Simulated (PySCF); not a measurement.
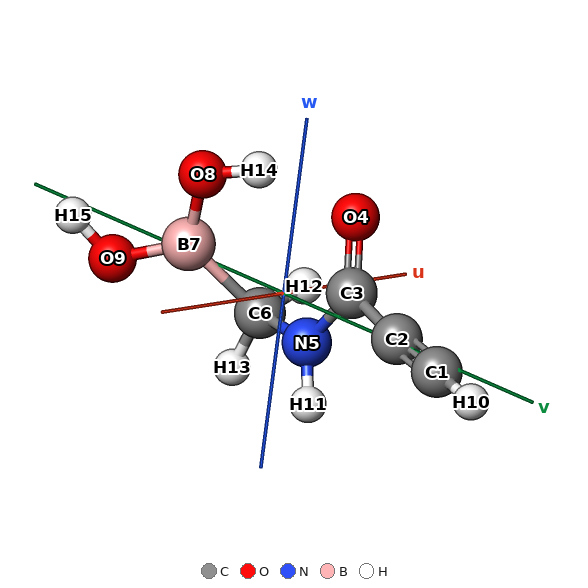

The lines u, v and w are the principal axes of the static dipole polarisability. Computed geometry: GFN2-xTB optimisation. No frequency run is at hand to confirm it as a minimum. Level of theory: B3LYP/def2-SVPD (PySCF 2.14.0).

**Along which axis is the molecule most polarisable, and along which least?**

Most along v (close to the long direction C1···O9), least along u.

**Give the three principal values.**

u 57.3, v 112.1, w 73.2 bohr³; mean 80.8, anisotropy 48.9 bohr³.

The geometry is semi-empirical. Around B such bond lengths and angles can be off by a tenth of an ångström or more and by several degrees, and values that hang on the shape move with them.
